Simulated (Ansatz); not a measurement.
# Phonons of TaN (P-6m2) against volume

Aim: how do the optical modes of TaN (P-6m2) move with volume?

Main program and level: Ansatz 0.2.0; DFT PBEsol, scalar-relativistic, plane waves, PAW; PAW set soft_1.

**1. The structure**

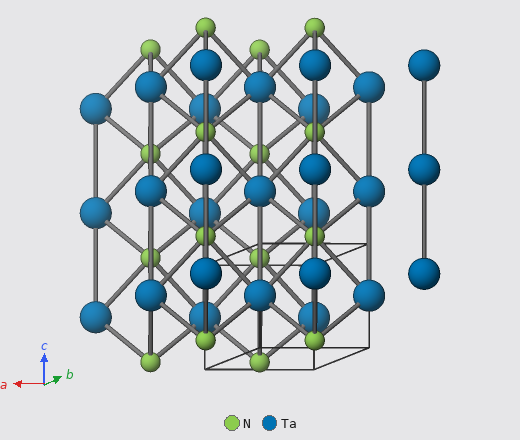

The cell as given, from a free direction (nitrogen green, tantalum blue). 2×2×3 cells are drawn. Some periodic images of atoms are drawn too.

**2. Relaxation**

Harmonic phonons are second derivatives at a point where the forces vanish, and they are wanted at zero stress, so atoms and cell are relaxed first.

input.yaml reads:

```yaml
crystal:
  lattice:
    - [2.938, 0.0, 0.0]
    - [-1.469, 2.5443826363, 0.0]
    - [0.0, 0.0, 2.883]
  atoms:
    - { symbol: "N", position: [0.66666667, 0.33333333, 0.0] }
    - { symbol: Ta, position: [0.0, 0.0, 0.5] }
kpoints:
  mp_grid: { grid: [18, 18, 14] }
hamiltonian:
  xc: pbesol
  pseudopotentials: { kind: paw, azcp: { folder: soft_1 }, xc_functional: pbe }
scf:
  occupations: { method: gaussian, width: 0.1 }
output:
  forces: true
  stress: true
  eigenvalues: true
relax:
  adjacent_minimum: "off"
  f_tol: 0.005
  max_steps: 80
  cell: { stress_tol: 0.05 }
```

Launch:

```console
> ansatz run input.yaml --threads 4 --pin off --max-ram 10240MiB --backend cpu --events-out ev --progress --plain --runs-dir out
```

Numbers of over 12 decimals in the logs are rounded to 6 here.

Log:

```text
Engine: ansatz 0.2.0, x86_64-unknown-linux-gnu
Pseudopotentials: kind: paw
Pseudopotential: N, paw, valence charge 5, recommended cutoff 420 eV (normal), soft_1/N.paw.azcp
Pseudopotential: Ta, paw, valence charge 13, recommended cutoff 420 eV (normal), soft_1/Ta.paw.azcp
Functional definition: PBEsol
  exchange = pbesol_x
  correlation = pbesol_c
Crystal: 2 atoms, lattice volume = 21.552 Å³
Basis set: ecut = 420 eV, 405 PW (Γ), exchange–correlation on 40×40×40 points (8 copies of the dense FFT grid, shifted against one another)
Bands: 13, of which v1, the nominal top of the filled ones, is band 9 counted from 1 (8 counted from 0)
Symmetry: 12 space group operations
Space group: P-6m2 (ITA 187), of the structure as read, at distance tolerance 2.8e-5 Å
k-points: 296 of 4536 (time reversal used)
Non-local potential: N, projectors of the file, l = 0: 2, l = 1: 2, l = 2: 1
Non-local potential: Ta, projectors of the file, l = 0: 3, l = 1: 2, l = 2: 2, l = 3: 1
PAW form: soft (Blöchl's): semilocal exchange-correlation on the pseudo side does not see the compensation charge
PAW frozen core: N, regenerated for the run's functional, and the local potential with it (the file was generated under x = pbe(κ = 0.804, μ = 0.219515), c = pbe(β = 0.066725))
PAW frozen core: Ta, regenerated for the run's functional, and the local potential with it (the file was generated under x = pbe(κ = 0.804, μ = 0.219515), c = pbe(β = 0.066725))
PAW one-centre angular grid: N, 110 points (default); XC on 64 Gauss nodes
PAW one-centre angular grid: Ta, 590 points (default); XC on 64 Gauss nodes
Initial density: superposition of atomic densities (chi_scale 0.1, normalization cell, long waves kept (reshape's long-wave potential 0.00 eV rms))
Initial wavefunctions: pseudopotential atomic-orbital guess
Functional: x = pbesol(κ = 0.804, μ = 0.123457), c = pbesol(β = 0.046)
SCF iter   1: F=—  HF=-10188.575588 eV  |F-HF|=—  |Δ(HF+E_count)|=         —  Δρ=4.82e-2  dr2=2.73e-1  ethr=3.10e-3  ⟨swp⟩=5.1  Hψ=18417  notcnv=0
preconditioner: auto → none  [metal: Δε(μ)=0.057 eV  Ē_g=11.147 eV  σ=0.100 eV  W_gap=0.31  n_scr=8 (ndim 8)  ℏωp=25.3 eV  f_vac=0.000  D(μ)=0.05/eV (n_scr^D=0)  sad-step TF]
SCF iter   2: F=—  HF=-10188.568347 eV  |F-HF|=—  |Δ(HF+E_count)|=   7.24e-3  Δρ=3.02e-2  dr2=1.19e-1  ethr=1.52e-3  ⟨swp⟩=1.0  Hψ=6216  notcnv=0
SCF iter   3: F=—  HF=-10188.555351 eV  |F-HF|=—  |Δ(HF+E_count)|=   1.30e-2  Δρ=1.70e-3  dr2=2.78e-4  ethr=6.59e-4  ⟨swp⟩=2.9  Hψ=6429  notcnv=0
SCF iter   4: F=—  HF=-10188.555428 eV  |F-HF|=—  |Δ(HF+E_count)|=   7.73e-5  Δρ=4.20e-4  dr2=3.04e-5  ethr=1.54e-6  ⟨swp⟩=2.6  Hψ=6379  notcnv=0
SCF iter   5: F=—  HF=-10188.555433 eV  |F-HF|=—  |Δ(HF+E_count)|=   4.48e-6  Δρ=4.78e-5  dr2=3.11e-7  ethr=1.69e-7  ⟨swp⟩=2.0  Hψ=5103  notcnv=0
SCF iter   6: F=-10188.555433 eV  HF=-10188.555433 eV  |F-HF|=2.67e-10  |Δ(HF+E_count)|=   1.24e-8  Δρ=9.17e-6  dr2=5.21e-9  ethr=5.56e-10  ⟨swp⟩=5.9  Hψ=18047  notcnv=0
SCF 1 converged in 6 iterations: F = -10188.555433 eV  dr2 = 5.21e-9
  greatest PAW one-centre occupation: 0.999 electrons in one spin orbital (limit 2), on the Ta atom at site 1 (counted from 0), in its partial waves of l = 0
relax step   1: F+E_penalty+E_count = -10188.55543255 eV  Δ(F+E_penalty+E_count) = +0.000e0 eV  max|allowed force component| = 1.110e-16 eV/Å  Δτ_max = 0.0000 Å  P = -4.926 GPa  Ω = 21.552 Å³  (6 SCF iters, dr2 threshold 1.00e-7 eV, accepted)
Crystal: 2 atoms, lattice volume = 21.066 Å³
Initial density: handed on by an earlier stage of this run
Initial wavefunctions: those handed on with the density
iter 1 solved again at ethr=9.39e-6 eV; its pass at ethr=3.10e-3 eV (dr2=1.69e-3 eV) is discarded
SCF iter   1: F=—  HF=-10188.558523 eV  |F-HF|=—  |Δ(HF+E_count)|=         —  Δρ=3.00e-3  dr2=1.63e-3  ethr=9.39e-6  ⟨swp⟩=2.1  Hψ=25159  notcnv=0
preconditioner: auto → none  [metal: Δε(μ)=0.069 eV  Ē_g=11.267 eV  σ=0.100 eV  W_gap=0.37  n_scr=8 (ndim 8)  ℏωp=25.6 eV  f_vac=0.000  D(μ)=0.05/eV (n_scr^D=0)]
SCF iter   2: F=—  HF=-10188.558049 eV  |F-HF|=—  |Δ(HF+E_count)|=   4.75e-4  Δρ=8.56e-4  dr2=1.26e-4  ethr=9.07e-6  ⟨swp⟩=2.2  Hψ=4993  notcnv=0
SCF iter   3: F=—  HF=-10188.558027 eV  |F-HF|=—  |Δ(HF+E_count)|=   2.19e-5  Δρ=1.78e-4  dr2=3.49e-6  ethr=6.99e-7  ⟨swp⟩=2.1  Hψ=4889  notcnv=0
iter 4 did not close the SCF: its close was put off for the readings that it lacked (scf_convergence_deferred on its scf_iter line)
SCF iter   4: F=-10188.558027 eV  HF=-10188.558027 eV  |F-HF|=2.58e-8  |Δ(HF+E_count)|=   1.76e-7  Δρ=1.79e-5  dr2=4.58e-8  ethr=1.94e-8  ⟨swp⟩=1.7  Hψ=4470  notcnv=0
iter 5 did not close the SCF: its close was put off for the readings that it lacked (scf_convergence_deferred on its scf_iter line)
SCF iter   5: F=-10188.558027 eV  HF=-10188.558027 eV  |F-HF|=8.20e-10  |Δ(HF+E_count)|=   1.75e-8  Δρ=2.77e-6  dr2=1.39e-9  ethr=2.55e-10  ⟨swp⟩=2.5  Hψ=6250  notcnv=0
SCF iter   6: F=-10188.558027 eV  HF=-10188.558027 eV  |F-HF|=3.27e-11  |Δ(HF+E_count)|=  3.06e-10  Δρ=4.83e-7  dr2=3.81e-11  ethr=7.72e-12  ⟨swp⟩=1.5  Hψ=10691  notcnv=0
SCF 2 converged in 6 iterations: F = -10188.558027 eV  dr2 = 3.81e-11
relax step   2: F+E_penalty+E_count = -10188.55802719 eV  Δ(F+E_penalty+E_count) = -2.595e-3 eV  max|allowed force component| = 2.220e-16 eV/Å  Δτ_max = 0.0000 Å  P = +3.148 GPa  Ω = 21.066 Å³  energy of the carried Pulay correction = +8.492e-4 eV  (6 SCF iters, dr2 threshold 2.00e-7 eV, accepted)
Crystal: 2 atoms, lattice volume = 21.250 Å³
iter 1 solved again at ethr=2.25e-6 eV; its pass at ethr=3.10e-3 eV (dr2=4.04e-4 eV) is discarded
SCF iter   1: F=—  HF=-10188.560662 eV  |F-HF|=—  |Δ(HF+E_count)|=         —  Δρ=1.50e-3  dr2=4.34e-4  ethr=2.25e-6  ⟨swp⟩=2.0  Hψ=24445  notcnv=0
preconditioner: auto → none  [metal: Δε(μ)=0.074 eV  Ē_g=11.189 eV  σ=0.100 eV  W_gap=0.40  n_scr=8 (ndim 8)  ℏωp=25.5 eV  f_vac=0.000  D(μ)=0.05/eV (n_scr^D=0)]
SCF iter   2: F=—  HF=-10188.560515 eV  |F-HF|=—  |Δ(HF+E_count)|=   1.47e-4  Δρ=4.64e-4  dr2=3.05e-5  ethr=2.25e-6  ⟨swp⟩=2.5  Hψ=5509  notcnv=0
SCF iter   3: F=—  HF=-10188.560514 eV  |F-HF|=—  |Δ(HF+E_count)|=   9.88e-7  Δρ=9.93e-5  dr2=7.60e-7  ethr=1.69e-7  ⟨swp⟩=2.4  Hψ=5339  notcnv=0
iter 4 did not close the SCF: its close was put off for the readings that it lacked (scf_convergence_deferred on its scf_iter line)
SCF iter   4: F=-10188.560514 eV  HF=-10188.560514 eV  |F-HF|=2.03e-9  |Δ(HF+E_count)|=   9.07e-8  Δρ=6.23e-6  dr2=4.54e-9  ethr=4.22e-9  ⟨swp⟩=1.2  Hψ=4014  notcnv=0
iter 5 did not close the SCF: its close was put off for the readings that it lacked (scf_convergence_deferred on its scf_iter line)
SCF iter   5: F=-10188.560514 eV  HF=-10188.560514 eV  |F-HF|=1.26e-10  |Δ(HF+E_count)|=   1.66e-9  Δρ=1.04e-6  dr2=1.82e-10  ethr=2.52e-11  ⟨swp⟩=2.0  Hψ=6120  notcnv=0
SCF iter   6: F=-10188.560514 eV  HF=-10188.560514 eV  |F-HF|=5.46e-12  |Δ(HF+E_count)|=  3.64e-11  Δρ=1.64e-7  dr2=2.15e-12  ethr=1.01e-12  ⟨swp⟩=1.0  Hψ=10157  notcnv=0
SCF 3 converged in 6 iterations: F = -10188.560514 eV  dr2 = 2.15e-12
relax step   3: F+E_penalty+E_count = -10188.56051384 eV  Δ(F+E_penalty+E_count) = -2.487e-3 eV  max|allowed force component| = 1.295e-16 eV/Å  Δτ_max = 0.0000 Å  P = +0.110 GPa  Ω = 21.250 Å³  energy of the carried Pulay correction = +5.229e-4 eV  (6 SCF iters, dr2 threshold 2.00e-7 eV, accepted)
[...]
relax step   4: F+E_penalty+E_count = -10188.56056880 eV  Δ(F+E_penalty+E_count) = -5.497e-5 eV  max|allowed force component| = 2.035e-16 eV/Å  Δτ_max = 0.0000 Å  P = -0.007 GPa  Ω = 21.255 Å³  energy of the carried Pulay correction = +5.157e-4 eV  (6 SCF iters, dr2 threshold 2.00e-7 eV, accepted)
Initial wavefunctions: pseudopotential atomic-orbital guess (no wavefunctions were taken with the density)
iter 1 solved again at ethr=4.38e-8 eV; its pass at ethr=3.10e-3 eV (dr2=7.88e-6 eV) is discarded
SCF iter   1: F=—  HF=-10188.560081 eV  |F-HF|=—  |Δ(HF+E_count)|=         —  Δρ=5.85e-5  dr2=1.04e-7  ethr=4.38e-8  ⟨swp⟩=3.2  Hψ=29846  notcnv=0
SCF iter   2: F=—  HF=-10188.560088 eV  |F-HF|=—  |Δ(HF+E_count)|=   7.57e-6  Δρ=2.79e-5  dr2=1.86e-8  ethr=5.78e-10  ⟨swp⟩=2.3  Hψ=5647  notcnv=0
SCF iter   3: F=—  HF=-10188.560088 eV  |F-HF|=—  |Δ(HF+E_count)|=   2.94e-8  Δρ=3.14e-6  dr2=2.35e-10  ethr=1.04e-10  ⟨swp⟩=2.1  Hψ=5307  notcnv=0
iter 4 did not close the SCF: its close was put off for the readings that it lacked (scf_convergence_deferred on its scf_iter line)
SCF iter   4: F=-10188.560088 eV  HF=-10188.560088 eV  |F-HF|=3.64e-12  |Δ(HF+E_count)|=  5.20e-10  Δρ=2.13e-7  dr2=3.32e-12  ethr=1.30e-12  ⟨swp⟩=2.1  Hψ=5729  notcnv=0
iter 5 did not close the SCF: its close was put off for the readings that it lacked (scf_convergence_deferred on its scf_iter line)
SCF iter   5: F=-10188.560088 eV  HF=-10188.560088 eV  |F-HF|=3.64e-12  |Δ(HF+E_count)|=    0.00e0  Δρ=4.07e-8  dr2=1.65e-13  ethr=1.00e-12  ⟨swp⟩=1.0  Hψ=3848  notcnv=0
iter 6 did not close the SCF: its close was put off for the readings that it lacked (scf_convergence_deferred on its scf_iter line)
SCF iter   6: F=-10188.560088 eV  HF=-10188.560088 eV  |F-HF|=9.09e-12  |Δ(HF+E_count)|=  5.46e-12  Δρ=3.79e-9  dr2=3.42e-15  ethr=1.00e-12  ⟨swp⟩=1.0  Hψ=3848  notcnv=0
iter 7 did not close the SCF: its close was put off for the readings that it lacked (scf_convergence_deferred on its scf_iter line)
SCF iter   7: F=-10188.560088 eV  HF=-10188.560088 eV  |F-HF|=7.28e-12  |Δ(HF+E_count)|=  1.27e-11  Δρ=8.81e-10  dr2=7.50e-17  ethr=1.00e-12  ⟨swp⟩=1.0  Hψ=3848  notcnv=0
SCF iter   8: F=-10188.560088 eV  HF=-10188.560088 eV  |F-HF|=1.82e-12  |Δ(HF+E_count)|=  7.28e-12  Δρ=2.62e-10  dr2=1.22e-17  ethr=1.00e-12  ⟨swp⟩=2.0  Hψ=10569  notcnv=0
SCF 5 converged in 8 iterations: F = -10188.560088 eV  dr2 = 1.22e-17
relax step   5: F+E_penalty+E_count = -10188.56008843 eV  Δ(F+E_penalty+E_count) = +4.804e-4 eV  max|allowed force component| = 1.665e-16 eV/Å  Δτ_max = 0.0000 Å  P = -0.043 GPa  Ω = 21.255 Å³  stress off target by 4.32e-2 GPa  SCF on the basis re-selected at this cell (its energy is not comparable with the rows above)  (8 SCF iters)
basis re-selected at this cell: Δ(F+E_penalty+E_count) = +4.804e-4 eV, ΔP = -0.036 GPa vs the last step (what re-selecting the basis moved, of the pressure what is left beyond the Pulay correction that the steps carried, after the strain that the cell walked since its last selection, with what the two solves' SCF thresholds leave and, on support functions, any second-order correction that the steps lacked; it is no m [...]
SCF converged after 8 iterations
Free energy (F): -10188.560088 eV
Harris-Foulkes:  -10188.560088 eV  (|F-HF|=1.82e-12)
Internal energy: -10188.559839 eV  (E = F + TS)
E sigma→0 (E₀):  -10188.559963 eV
Entropy (-TS):   -0.000250 eV (-0.125 meV/atom)
Fermi energy:    20.254309 eV
--- Per-component energies (eV) ---
  E_band       = -51.070922
  E_kinetic    = 523.833113
  E_local      = -581.262107  (includes V_loc(G=0)·N_el)
  E_nonlocal   = 26.418140
  E_hartree    = 207.822234
  E_xc         = -379.200911
  E_vxc        = -310.430174  (∫ρ·V_xc dr)
  E_paw        = -8304.610612  (= ΣΔE_a)
  E_vpaw       = -125.275272  (= ΣTr[D̂ρ^β])
  E_aug_tail   = 0.000910  (compensation charges beyond the density's cutoff)
  E_ewald      = -1681.802418
  E_core_change = 0.241812  (= ΣΔE_core)
  E_smearing   = -0.000250  (= −TS)
  E_closure    = 0.000000  (closes the sum)
  Σ components = -10188.560088   (vs F -10188.560088, Δ=0.00e0)
--- Forces (eV/Å), atoms counted from 1 ---
  atom   1  N      0.00000000     0.00000000     0.00000000
  atom   2  Ta    -0.00000000     0.00000000     0.00000000
  max |Σ_I F_I| component: 7.03e-16 eV/Å
--- Stress (GPa, compression-positive) ---
       -0.043213       0.000000      -0.000000
       -0.000000      -0.043213      -0.000000
       -0.000000      -0.000000      -0.042363
  P = ⅓ Tr σ = -0.0429 GPa (-0.429 kbar)
--- Band table (eV; the first three rows and the last of 296) ---
  k-point 0: bands = [... 5 lower, 15.6496, 15.6496, 15.9908, 17.3308, 22.5672, 23.9264, 23.9264, 24.3491]
  k-point 1: bands = [... 5 lower, 15.5908, 15.6924, 15.6924, 17.6639, 22.7539, 23.1826, 23.1826, 24.9012]
  k-point 2: bands = [... 5 lower, 14.7451, 15.8135, 15.8135, 18.3883, 22.2484, 22.2484, 23.2468, 25.2542]
  k-point 295: bands = [... 5 lower, 11.9035, 13.6598, 16.3769, 19.9269, 24.8619, 25.4312, 27.1414, 27.9792]
--- Relaxed structure (4 steps of the walk, 4 accepted, 1 SCFs on fresh bases) ---
  F+E_penalty+E_count = -10188.56008843 eV   max|allowed force component| = 1.665e-16 eV/Å   (the final SCF, on the basis selected at the relaxed cell)
  cell:  # Å, volume = 21.2547 Å³
    - [2.923993, 0.0, 0.0]
    - [-1.461997, 2.532252, 0.0]
    - [0.0, 0.0, 2.870589]
  atoms:
    - { symbol: N, position: [0.666667, 0.333333, 0.0] }
    - { symbol: Ta, position: [1.850371700815422e-17, -1.850371700815424e-17, 0.5] }
```

Run time: 36 s. Hardware: 4 threads of Intel Xeon at 2.50GHz (Skylake/Cascade Lake), shared host; peak memory 0.45 GiB; 1.9 min of CPU time.

Step by step:

```
step  energy less that of the first step (eV)  largest force component (eV/Å)  pressure (GPa)  volume (Å³)
   1                                   0.0000                          0.0000           -4.93        21.55
   2                                  -0.0026                          0.0000            3.15        21.07
   3                                  -0.0051                          0.0000            0.11        21.25
   4                                  -0.0051                          0.0000           -0.01        21.25
  5*                                  -0.0047                          0.0000           -0.04        21.25
```

Relaxation steps marked * repeat the geometry before them on a plane-wave basis chosen anew for their cell, so energy and pressure can jump there.

Forces are held to the 12 operations that the run works with; a distortion that breaks them can't arise in this run.

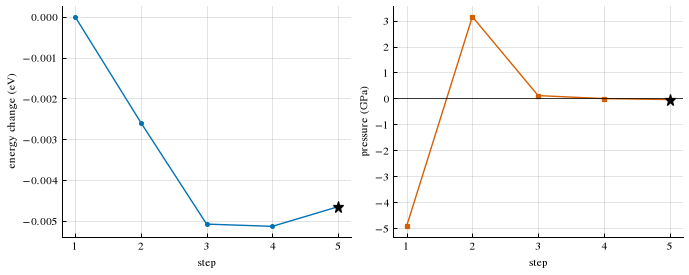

Energy and pressure along the relaxation. Stars mark steps on a basis chosen anew.

```
conventional cell, symmetrised  before  after  change
                         a (Å)   2.938  2.924  -0.5 %
                         b (Å)   2.938  2.924  -0.5 %
                         c (Å)   2.883  2.871  -0.4 %
              volume (Å³/atom)   10.78  10.63  -1.4 %
```

Final coordinates:

```
N Ta
1.0
     2.92399    0.00000    0.00000
    -1.46200    2.53225    0.00000
     0.00000    0.00000    2.87059
N Ta
1 1
Cartesian
  1.4620 0.8441 0.0000
  0.0000 0.0000 1.4353
```

This step gave:

| Item | Value |
| --- | --- |
| pressure | -0.04293 GPa |
| volume per atom | 10.63 Å³ |
| gap on the k-mesh | 0 eV |

In this step the volume went from 10.78 to 10.63 Å³/atom.

**3. Tight relaxation**

Phonons need small forces and stress, so the relaxation is finished with tight tolerances on 18×18×16 k points.

input.yaml, the sections that differ from step 2:

```yaml
crystal:
  lattice:
    - [2.9239930434, 0.0, 0.0]
    - [-1.4619965217, 2.5322522561, 0.0]
    - [0.0, 0.0, 2.8705888219]
  atoms:
    - { symbol: "N", position: [0.6666666667, 0.3333333333, 0.0] }
    - { symbol: Ta, position: [0.0, 0.0, 0.5] }
kpoints:
  mp_grid: { grid: [18, 18, 16] }
scf:
  occupations: { method: methfessel_paxton, width: 0.2 }
relax:
  adjacent_minimum: "off"
  f_tol: 0.001
  max_steps: 60
  cell: { stress_tol: 0.01 }
# hamiltonian, output: as in step 2
```

Log:

```text
[...]
Crystal: 2 atoms, lattice volume = 21.255 Å³
Basis set: ecut = 420 eV, 405 PW (Γ), exchange–correlation on 40×40×40 points (8 copies of the dense FFT grid, shifted against one another)
Bands: 13, of which v1, the nominal top of the filled ones, is band 9 counted from 1 (8 counted from 0)
Symmetry: 12 space group operations
[...]
k-points: 333 of 5184 (time reversal used)
[...]
k-point 332: bands = [... 5 lower, 11.9052, 13.6619, 16.3793, 19.9289, 24.8653, 25.4341, 27.1441, 27.9824]
--- Relaxed structure (3 steps of the walk, 2 accepted, 1 SCFs on fresh bases) ---
[...]
cell:  # Å, volume = 21.2524 Å³
    - [2.923831, 0, 0.0]
    - [-1.461916, 2.532112, 0.0]
    - [0.0, 0.0, 2.870607]
  atoms:
    - { symbol: N, position: [0.666667, 0.333333, 0.0] }
    - { symbol: Ta, position: [-3.7007434155248937e-17, 0, 0.5] }
[key lines of the parts left out:]
SCF converged after 4 iterations
Free energy (F): -10188.559898 eV
Fermi energy:    20.235641 eV
P = ⅓ Tr σ = -0.0032 GPa (-0.032 kbar)
```

Elapsed: 31 s, on 4 threads; peak memory 0.47 GiB.

Little changed from the start: no atom moved by 0.005 Å and no cell edge by 0.1 %.

Numbers from this step:

| Property | Result |
| --- | --- |
| pressure | -0.003181 GPa |

The forces vanish by symmetry and the pressure is -0.003 GPa, within the tolerances set. The cell now holds 10.63 Å³/atom.

(Continued in part 2 of 2.)

[Logs are printed without paths, hosts, clocks, repeated set-up lines and the standing remarks that a program may print on its own settings, such as how far it seeks lower states.]

[Hosts, paths, dates, database ids (printed as entryN), source tags and the programs' standing remarks are cut or masked in the printed files.]
